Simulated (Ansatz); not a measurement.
# singlet CH4FSi− at 3 levels

Aim: a comparison of 3 runs (B3LYP/6-31G*, r2SCAN/aug-cc-pVDZ, revPBE/aug-cc-pVDZ) of singlet CH4FSi−. 

The calculation is run with Ansatz 0.2.0.

45 further runs of the same task are left out: 45 set aside as unsound or not needed.

**1. The molecule**

CH4FSi−: 7 atoms, total charge -1, spin state singlet. SMILES of the parent species: `C[SiH]F`. Geometry: relaxed at PBE0-D4/def2-TZVP. That shape belongs to the parent species and isn't relaxed for this state.

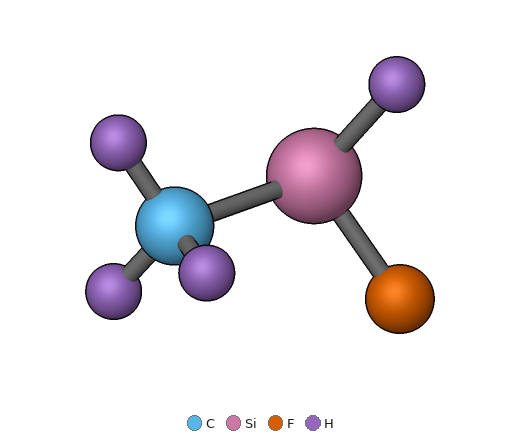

The structure, seen from a chosen angle (carbon blue, silicon pink, fluorine orange, hydrogen purple).

**2. The energy at B3LYP/6-31G(d) (spherical functions) (run 1)**

Contents of in.yaml:

```yaml
crystal:
  periodic: [false, false, false]
  atoms:
    - {symbol: C, position_ang: [-0.653500, 0.389500, -0.298000]}
    - {symbol: Si, position_ang: [0.917400, -0.594100, -0.104100]}
    - {symbol: F, position_ang: [0.640700, -1.812800, 0.909600]}
    - {symbol: H, position_ang: [-1.444900, -0.207800, -0.754100]}
    - {symbol: H, position_ang: [-0.470200, 1.260900, -0.931700]}
    - {symbol: H, position_ang: [-1.000700, 0.738300, 0.679600]}
    - {symbol: H, position_ang: [2.011300, 0.226000, 0.498700]}
basis:
  gaussian: {orbitals: 6-31G_st_-spherical.json}
total_charge: -1
hamiltonian: {xc: {name: B3LYP}}
accuracy: high
output: {orbitals: {seedname: orbitals}}
```

The basis set 6-31G* is read from a file made from the Basis Set Exchange's data (not shown).

On the command line:

```
$ ansatz run in.yaml --threads 1 --pin off --max-ram 3480MiB --events-out events.jsonl --progress --plain --runs-dir runs
```

The program printed:

```text
Warning: RAYON_NUM_THREADS=1 ignored (pool sized by the plan → 1); use --threads N
Functional definition: B3LYP
  name "B3LYP"
  parameter a0 = 0.2
  parameter ax = 0.72
  parameter ac = 0.81
  exchange = (1 - a0 - ax)*slater_x + ax*b88_x + a0*exact_x
  correlation = (1 - ac)*vwn_rpa_c + ac*lyp_c
1216 factors; integrals over basis functions are off by at most 3.7e-9 eV
mean field evaluation 1: about -11694.3645 eV, gradient 3.1e1 eV
mean field evaluation 2: about -11693.0737 eV, gradient 4.1e1 eV
mean field evaluation 4: about -11696.7499 eV, gradient 1.1e0 eV
mean field evaluation 8: about -11696.8782 eV, gradient 1.2e-1 eV
mean field evaluation 16: about -11696.8783 eV, gradient 5.0e-6 eV
mean field -11696.87827268 eV, -429.8523480921 hartree, gradient 7.0e-8 eV, S^2 0.000000; 0 other end points of the search recorded, 0 dependent functions left out
reference -11696.87830783 eV, -429.8523493838 hartree; 17, 17 occupied and 37, 37 virtual orbitals, 1216 factors
Total energy: -11696.87830783 eV, -429.8523493838 hartree
```

It took 4.2 s on 1 thread of Arm Neoverse V2, shared host; peak memory 0.15 GiB.

**3. A single-point energy at r2SCAN/aug-cc-pVDZ (run 2)**

Contents of molecule.yaml:

```yaml
crystal:
  periodic: [false, false, false]
  atoms:
    - symbol: C
      position_ang: [-0.653500, 0.389500, -0.298000]
    - symbol: Si
      position_ang: [0.917400, -0.594100, -0.104100]
    - symbol: F
      position_ang: [0.640700, -1.812800, 0.909600]
    - symbol: H
      position_ang: [-1.444900, -0.207800, -0.754100]
    - symbol: H
      position_ang: [-0.470200, 1.260900, -0.931700]
    - symbol: H
      position_ang: [-1.000700, 0.738300, 0.679600]
    - symbol: H
      position_ang: [2.011300, 0.226000, 0.498700]
basis:
  gaussian: {orbitals: aug-cc-pVDZ}
total_charge: -1
hamiltonian: {xc: r2scan}
accuracy: high
output: {orbitals: {seedname: orbitals}}
```

On the command line:

```
$ ansatz run molecule.yaml --threads 1 --pin off --max-ram 3480MiB --events-out events.jsonl --progress --plain --runs-dir runs
```

The program printed:

```text
Warning: RAYON_NUM_THREADS=1 ignored (pool sized by the plan → 1); use --threads N
Functional definition: r2SCAN
  name "r2SCAN"
  parameter k0 = 0.174
  parameter k1 = 0.065
  parameter a1 = 4.9479
  exchange = r2scan_x(k0 = k0, k1 = k1, a1 = a1)
  correlation = r2scan_c
2190 factors; integrals over basis functions are off by at most 3.6e-9 eV
mean field evaluation 1: about -11689.3386 eV, gradient 4.9e1 eV
mean field evaluation 2: about -11678.0236 eV, gradient 7.8e1 eV
mean field evaluation 4: about -11695.1927 eV, gradient 5.5e0 eV
mean field evaluation 8: about -11695.3029 eV, gradient 1.6e-1 eV
mean field evaluation 16: about -11695.3030 eV, gradient 6.1e-5 eV
mean field -11695.30300299 eV, -429.7944579986 hartree, gradient 8.0e-8 eV, S^2 0.000000; 0 other end points of the search recorded, 0 dependent functions left out
reference -11695.30300394 eV, -429.7944580337 hartree; 17, 17 occupied and 92, 92 virtual orbitals, 2190 factors
Total energy: -11695.30300394 eV, -429.7944580337 hartree
```

Wall time 19 s (1 thread of Arm Neoverse V2, shared host); peak memory 0.34 GiB.

**4. A single-point energy at revPBE/aug-cc-pVDZ (run 3)**

Contents of molecule.yaml:

```yaml
crystal:
  periodic: [false, false, false]
  atoms:
    - {symbol: C, position_ang: [-0.653500, 0.389500, -0.298000]}
    - {symbol: Si, position_ang: [0.917400, -0.594100, -0.104100]}
    - {symbol: F, position_ang: [0.640700, -1.812800, 0.909600]}
    - {symbol: H, position_ang: [-1.444900, -0.207800, -0.754100]}
    - {symbol: H, position_ang: [-0.470200, 1.260900, -0.931700]}
    - {symbol: H, position_ang: [-1.000700, 0.738300, 0.679600]}
    - {symbol: H, position_ang: [2.011300, 0.226000, 0.498700]}
basis:
  gaussian:
    orbitals: aug-cc-pVDZ
total_charge: -1
hamiltonian:
  xc: {name: revPBE}
accuracy: high
output: {orbitals: {seedname: orbitals}}
```

On the command line:

```
$ ansatz run molecule.yaml --threads 1 --pin off --max-ram 3480MiB --events-out events.jsonl --progress --plain --runs-dir runs
```

The program printed:

```text
Warning: RAYON_NUM_THREADS=1 ignored (pool sized by the plan → 1); use --threads N
Functional definition: revPBE
  name "revPBE"
  parameter kappa = 1.245
  parameter beta = 0.06672455060314922
  exchange = pbe_x(kappa = kappa, mu = beta*pi^2/3)
  correlation = pbe_c(beta = beta)
2190 factors; integrals over basis functions are off by at most 3.6e-9 eV
mean field evaluation 1: about -11687.5040 eV, gradient 5.5e1 eV
mean field evaluation 2: about -11662.5565 eV, gradient 1.0e2 eV
mean field evaluation 4: about -11693.7858 eV, gradient 1.5e1 eV
mean field evaluation 8: about -11695.0006 eV, gradient 6.0e-1 eV
mean field evaluation 16: about -11695.0021 eV, gradient 7.2e-5 eV
mean field -11695.00214615 eV, -429.7834017140 hartree, gradient 7.6e-8 eV, S^2 0.000000; 1 other end points of the search recorded, 0 dependent functions left out
reference -11695.00215032 eV, -429.7834018672 hartree; 17, 17 occupied and 92, 92 virtual orbitals, 2190 factors
Total energy: -11695.00215032 eV, -429.7834018672 hartree
```

Run time: 9.9 s. Hardware: 1 thread of Arm Neoverse V2, shared host; peak memory 0.3 GiB.

**5. Overview of the runs**

| run | level | energy (Eh) | HOMO energy (eV) | LUMO energy (eV) | HOMO–LUMO gap (eV) | wall time |
| --- | --- | --- | --- | --- | --- | --- |
| 1 | B3LYP/6-31G* (spherical functions) | -429.852349 | 2.55 | 6.99 | 4.44 | 4.2 s |
| 2 | r2SCAN/aug-cc-pVDZ | -429.794458 | 1.73 | 2.94 | 1.21 | 19 s |
| 3 | revPBE/aug-cc-pVDZ | -429.783402 | 1.74 | 2.54 | 0.80 | 9.9 s |

**6. Results**

| quantity | value |
| --- | --- |
| run 3: total energy | -429.78340 Eh |
| run 3: HOMO energy | 1.74 eV |
| run 3: LUMO energy | 2.54 eV |
| run 3: HOMO–LUMO gap (to an unbound level, set by the basis) | 0.80 eV |

The HOMO–LUMO gap runs from 0.80 eV (revPBE/aug-cc-pVDZ) to 4.44 eV (B3LYP/6-31G*). The two ends differ in method and basis. The empty levels of an anion lie above zero and hang on the basis. Totals of different functionals can't be ranked against each other. In runs 1, 2, 3 the HOMO lies above zero, so the outermost electron may be held by the basis alone. All runs together took 33 s, the longest 19 s.
